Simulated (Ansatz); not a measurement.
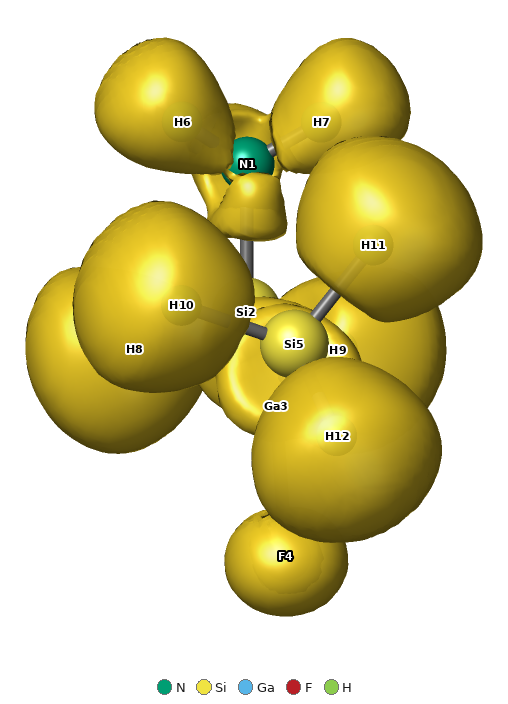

The picture shows: FGaH₇NSi₂. Isosurface of the ELF at 0.8 (yellow), seen at an oblique angle. Only the valence region is drawn (cores and ρ < 0.01 e/Å³ removed).

Theory: RKS B3LYP/def2-SVP (Ansatz 0.2.0).

```xyz
12

N    -0.7370   -0.4502    2.4042
Si   -0.6314   -1.5056    1.0194
Ga    0.1118   -0.4598   -1.0739
F     0.0577   -1.5686   -2.4706
Si    0.9309    1.7526   -1.7275
H     0.1134   -0.0889    2.8272
H    -1.4749    0.2471    2.4481
H     0.3330   -2.5991    1.3493
H    -1.9842   -2.0975    0.7905
H     2.3166    1.9480   -1.1944
H     0.0765    2.8271   -1.1306
H     0.9645    1.9396   -3.2077
```

### Describe the localisation domains.

The ELF exceeds this value in two regions between bonded Ga–Si atoms (shared pairs), five regions around hydrogen nuclei, one region wrapped around F (its valence shell) and one joined region spread over several atoms (H, N), in which their bonds and any lone pairs are merged.

Values along the shortest contacts:
Si–N (1.74 Å): the ELF peaks at about 0.90 between the atoms; a shared but strongly polarised pair. Ga–F (1.78 Å): the ELF peaks at about 0.80 in the valence shell of F, 0.5 Å from its nucleus, and is about 0.15 at the midpoint.
